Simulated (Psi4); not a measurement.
# Run report: CF2Se, interaction calculation (part 2 of 2)

Continued. System: CF2Se, SMILES [C][Se].FF. Method: SSAPT0/def2-SVPD, RHF (Psi4 1.11). The geometry comes from this level: GFN2-xTB.

Geometry of the input (Å):
```
C  -1.8133  -0.5831  0.1849
Se -0.9562  -0.3142  1.5744
F  2.2614  0.7380  -2.2171
F  2.5695  0.8272  -0.8517
```

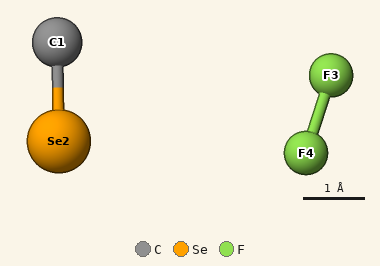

The structure as given in the input (ball-and-stick view, seen at a tilt; atoms are numbered from 1 in the order of the input).

Log, continued
```
 L = 1.  Multiply by 2.5417464519 to convert [e a0] to [Debye]
 Dipole X            :         82.3947949          -81.9987315            0.3960635
 Dipole Y            :         26.9225291          -26.7982440            0.1242851
 Dipole Z            :       -102.6114457          103.2542575            0.6428118
 Magnitude           :                                                    0.7651928

 ------------------------------------------------------------------------------------

	total time  =          1 seconds =       0.02 minutes

  //>>>>>>>>>>>>>>>>>>>>>>>>>>>>>>>>>>>//
  //            Monomer B HF           //
  //<<<<<<<<<<<<<<<<<<<<<<<<<<<<<<<<<<<//

  ==> Geometry <==

    Molecular point group: c1
    Full point group: C1

    Geometry (in Angstrom), charge = 0, multiplicity = 1:

       Center              X                  Y                   Z               Mass
    ------------   -----------------  -----------------  -----------------  -----------------
      Gh(C)          -1.813340000000    -0.583150000000     0.184920000000    12.000000000000
      Gh(SE)         -0.956230000000    -0.314180000000     1.574420000000    79.916521800000
         F            2.261380000000     0.737980000000    -2.217080000000    18.998403162730
         F            2.569500000000     0.827210000000    -0.851690000000    18.998403162730

  Running in c1 symmetry.

  Rotational constants: A =      0.27449  B =      0.02742  C =      0.02493 [cm^-1]
  Rotational constants: A =   8229.14959  B =    822.15881  C =    747.47972 [MHz]
  Nuclear repulsion =   30.560680602241884

  Charge       = 0
  Multiplicity = 1
  Electrons    = 18
  Nalpha       = 9
  Nbeta        = 9

  ==> Iterations <==

                           Total Energy        Delta E     RMS |[F,P]|

   @DF-RHF iter SAD:  -197.94460488962130   -1.97945e+02   0.00000e+00
   @DF-RHF iter   1:  -198.49195773286235   -5.47353e-01   2.36842e-03 DIIS/ADIIS
   @DF-RHF iter   2:  -198.51410961579666   -2.21519e-02   7.09877e-04 DIIS/ADIIS
   @DF-RHF iter   3:  -198.51572194843243   -1.61233e-03   1.45785e-04 DIIS/ADIIS
   @DF-RHF iter   4:  -198.51586134136380   -1.39393e-04   4.17313e-05 DIIS
   @DF-RHF iter   5:  -198.51587183641411   -1.04951e-05   6.31292e-06 DIIS
   @DF-RHF iter   6:  -198.51587210769682   -2.71283e-07   3.26650e-07 DIIS
   @DF-RHF iter   7:  -198.51587210815450   -4.57675e-10   1.28291e-07 DIIS
   @DF-RHF iter   8:  -198.51587210821327   -5.87761e-11   3.17154e-08 DIIS
   @DF-RHF iter   9:  -198.51587210821822   -4.94538e-12   2.59231e-09 DIIS
  Energy and wave function converged.

  ==> Post-Iterations <==

    Orbital Energies [Eh]
    ---------------------

    Doubly Occupied:

       1A    -26.436608     2A    -26.436448     3A     -1.756731
       4A     -1.474172     5A     -0.822936     6A     -0.822920
       7A     -0.765629     8A     -0.675528     9A     -0.675522

    Virtual:

      10A      0.049646    11A      0.060396    12A      0.075080
      13A      0.081047    14A      0.087119    15A      0.167622
      16A      0.187717    17A      0.204876    18A      0.224347
      19A      0.225847    20A      0.241554    21A      0.243220
      22A      0.252568    23A      0.268332    24A      0.285202
      25A      0.292101    26A      0.309208    27A      0.323627
      28A      0.367258    29A      0.387545    30A      0.393456
      31A      0.407112    32A      0.444446    33A      0.461976
      34A      0.470472    35A      0.478287    36A      0.485913
      37A      0.525484    38A      0.603962    39A      0.637635
      40A      0.645544    41A      0.664400    42A      0.682689
      43A      0.790747    44A      0.798248    45A      0.820838
      46A      0.853380    47A      0.853832    48A      0.866807
      49A      0.929621    50A      0.933901    51A      0.953342
      52A      0.975820    53A      1.283694    54A      1.306459
      55A      1.349348    56A      1.387097    57A      1.390907
      58A      1.539531    59A      1.545760    60A      1.562858
      61A      1.590376    62A      1.609307    63A      1.655592
      64A      1.833147    65A      1.972843    66A      1.975326
      67A      1.983305    68A      2.055441    69A      2.526122
      70A      2.935676    71A      2.939241    72A      2.949050
      73A      2.960909    74A      3.066522    75A      3.070778
      76A      3.216437    77A      3.218287    78A      3.409312
      79A      3.415958    80A      3.544953    81A      3.598364
      82A      3.604464    83A      3.651952    84A      3.655253
      85A      3.838584    86A      3.842568    87A      4.755993
      88A      4.771051    89A      4.832366    90A      4.835878
      91A      4.849110    92A      4.990791    93A      5.309352
      94A     10.635465    95A     10.643199    96A     10.909746
      97A     18.941528    98A     29.330717    99A     29.344103
     100A     29.407931   101A     29.410527   102A     29.557364
     103A     38.531770   104A    126.428252   105A    126.438690
     106A    126.777774   107A    659.377624

    Final Occupation by Irrep:
              A
    DOCC [     9 ]
    NA   [     9 ]
    NB   [     9 ]

  @DF-RHF Final Energy:  -198.51587210821822

   => Energetics <=

    Nuclear Repulsion Energy =             30.5606806022418844
    One-Electron Energy =                -338.4201169932742346
    Two-Electron Energy =                 109.3435642828141567
    Total Energy =                       -198.5158721082182183

Computation Completed

Properties will be evaluated at   0.000000,   0.000000,   0.000000 [a0]

Properties computed using the SCF density matrix

 Multipole Moments:

 ------------------------------------------------------------------------------------
     Multipole            Electronic (a.u.)      Nuclear  (a.u.)        Total (a.u.)
 ------------------------------------------------------------------------------------

 L = 1.  Multiply by 2.5417464519 to convert [e a0] to [Debye]
 Dipole X            :        -82.1613728           82.1613613           -0.0000115
 Dipole Y            :        -26.6200276           26.6200239           -0.0000037
 Dipole Z            :         52.1921940          -52.1922136           -0.0000196
 Magnitude           :                                                    0.0000230

 ------------------------------------------------------------------------------------

	total time  =          1 seconds =       0.02 minutes
  Constructing Basis Sets for SAPT...

   => Loading Basis Set <=

    Name: (DEF2-SVPD AUX)
    Role: RIFIT
    Keyword: DF_BASIS_SAPT

   => Loading Basis Set <=

    Name: (DEF2-SVPD AUX)
    Role: JKFIT
    Keyword: DF_BASIS_ELST

  //>>>>>>>>>>>>>>>>>>>>>>>>>>>>>>>>>>>//
  //               SSAPT0              //
  //<<<<<<<<<<<<<<<<<<<<<<<<<<<<<<<<<<<//

        SAPT0
     6 June 2009

      Orbital Information
  --------------------------
    NSO        =       107
    NMO        =       107
    NRI        =       335
    NRI (Elst) =       495
    NOCC A     =        20
    NOCC B     =         9
    FOCC A     =         0
    FOCC B     =         0
    NVIR A     =        87
    NVIR B     =        98

    Elst10,r            =     0.000005375604 [Eh]
    Exch10              =     0.000085112244 [Eh]
    Exch10 (S^2)        =     0.000085105946 [Eh]

    Maxiter = 50
    CPHF R converge = 1.000000E-08

    Iter     Energy [mEh]          dE [mEh]         Residual      Time [s]
       1      -0.03544096       0.035440956     4.949094e-04             0
       2      -0.03929511       0.003854158     1.590460e-04             0
       3      -0.03964658       0.000351466     3.367480e-05             0
       4      -0.03954710      -0.000099482     1.580257e-05             0
       5      -0.03954239      -0.000004705     1.139404e-05             0
       6      -0.03956003       0.000017633     3.326755e-06             0
       7      -0.03955829      -0.000001737     1.000012e-06             0
       8      -0.03955696      -0.000001327     2.486784e-07             0
       9      -0.03955751       0.000000545     1.425230e-07             0
      10      -0.03955733      -0.000000173     4.394514e-08             0
      11      -0.03955733      -0.000000008     1.502766e-08             0
      12      -0.03955734       0.000000017     4.453427e-09             0

    CHF Iterations converged

    Maxiter = 50
    CPHF R converge = 1.000000E-08

    Iter     Energy [mEh]          dE [mEh]         Residual      Time [s]
       1      -0.00524664       0.005246642     1.054306e-03             0
       2      -0.00522786      -0.000018782     3.154156e-04             0
       3      -0.00632984       0.001101976     9.944431e-05             0
       4      -0.00626797      -0.000061870     2.454433e-05             0
       5      -0.00625941      -0.000008561     5.562782e-06             0
       6      -0.00626178       0.000002379     3.623252e-06             0
       7      -0.00626312       0.000001339     1.854831e-06             0
       8      -0.00626191      -0.000001212     4.089878e-07             0
       9      -0.00626197       0.000000061     8.295563e-08             0
      10      -0.00626201       0.000000037     1.458278e-08             0
      11      -0.00626200      -0.000000009     4.919411e-09             0

    CHF Iterations converged

    Ind20,r (A<-B)      =    -0.000039557342 [Eh]
    Ind20,r (B<-A)      =    -0.000006262000 [Eh]
    Ind20,r             =    -0.000045819342 [Eh]
    Exch-Ind20,r (A<-B) =     0.000040949783 [Eh]
    Exch-Ind20,r (B<-A) =     0.000001116124 [Eh]
    Exch-Ind20,r        =     0.000042065907 [Eh]
    Disp20              =    -0.000361230920 [Eh]
    Disp20 (SS)         =    -0.000180615460 [Eh]
    Disp20 (OS)         =    -0.000180615460 [Eh]
    Exch-Disp20         =     0.000008361722 [Eh]
    Exch-Disp20 (SS)    =     0.000005381481 [Eh]
    Exch-Disp20 (OS)    =     0.000002980241 [Eh]

    SAPT Results
  --------------------------------------------------------------------------------------------------------
    Electrostatics                  0.00537560 [mEh]       0.00337324 [kcal/mol]       0.01411365 [kJ/mol]
      Elst10,r                      0.00537560 [mEh]       0.00337324 [kcal/mol]       0.01411365 [kJ/mol]

    Exchange                        0.08511224 [mEh]       0.05340874 [kcal/mol]       0.22346217 [kJ/mol]
      Exch10                        0.08511224 [mEh]       0.05340874 [kcal/mol]       0.22346217 [kJ/mol]
      Exch10(S^2)                   0.08510595 [mEh]       0.05340479 [kcal/mol]       0.22344563 [kJ/mol]

    Induction                      -0.00934004 [mEh]      -0.00586096 [kcal/mol]      -0.02452226 [kJ/mol]
      Ind20,r                      -0.04581934 [mEh]      -0.02875207 [kcal/mol]      -0.12029867 [kJ/mol]
      Exch-Ind20,r                  0.04206591 [mEh]       0.02639676 [kcal/mol]       0.11044402 [kJ/mol]
      delta HF,r (2)               -0.00558660 [mEh]      -0.00350565 [kcal/mol]      -0.01466762 [kJ/mol]

    Dispersion                     -0.35286920 [mEh]      -0.22142876 [kcal/mol]      -0.92645795 [kJ/mol]
      Disp20                       -0.36123092 [mEh]      -0.22667582 [kcal/mol]      -0.94841165 [kJ/mol]
      Exch-Disp20                   0.00836172 [mEh]       0.00524706 [kcal/mol]       0.02195370 [kJ/mol]
      Disp20 (SS)                  -0.18061546 [mEh]      -0.11333791 [kcal/mol]      -0.47420583 [kJ/mol]
      Disp20 (OS)                  -0.18061546 [mEh]      -0.11333791 [kcal/mol]      -0.47420583 [kJ/mol]
      Exch-Disp20 (SS)              0.00538148 [mEh]       0.00337693 [kcal/mol]       0.01412908 [kJ/mol]
      Exch-Disp20 (OS)              0.00298024 [mEh]       0.00187013 [kcal/mol]       0.00782462 [kJ/mol]

  Total HF                          0.08114781 [mEh]       0.05092102 [kcal/mol]       0.21305355 [kJ/mol]
  Total SAPT0                      -0.27172139 [mEh]      -0.17050774 [kcal/mol]      -0.71340440 [kJ/mol]

  Special recipe for scaled SAPT0 (see Manual):
    Electrostatics sSAPT0           0.00537560 [mEh]       0.00337324 [kcal/mol]       0.01411365 [kJ/mol]
    Exchange sSAPT0                 0.08511224 [mEh]       0.05340874 [kcal/mol]       0.22346217 [kJ/mol]
    Induction sSAPT0               -0.00933070 [mEh]      -0.00585510 [kcal/mol]      -0.02449774 [kJ/mol]
    Dispersion sSAPT0              -0.35286734 [mEh]      -0.22142760 [kcal/mol]      -0.92645308 [kJ/mol]
  Total sSAPT0                     -0.27171019 [mEh]      -0.17050072 [kcal/mol]      -0.71337501 [kJ/mol]
  --------------------------------------------------------------------------------------------------------

	total time  =          2 seconds =       0.03 minutes

Warning! ssapt0 does not have an associated derived wavefunction. The returned wavefunction is the dimer SCF wavefunction.

    Psi4 run time: 0:00:06.05

[set-up sections that repeat, and orbital energies of the middle runs, are left out above]
```

Summary

```csv
quantity,value
outcome,converged
SCF energy,−2635.801010 hartree
basis functions,107
wall time,7.5 s
peak memory,0.3 GiB
```
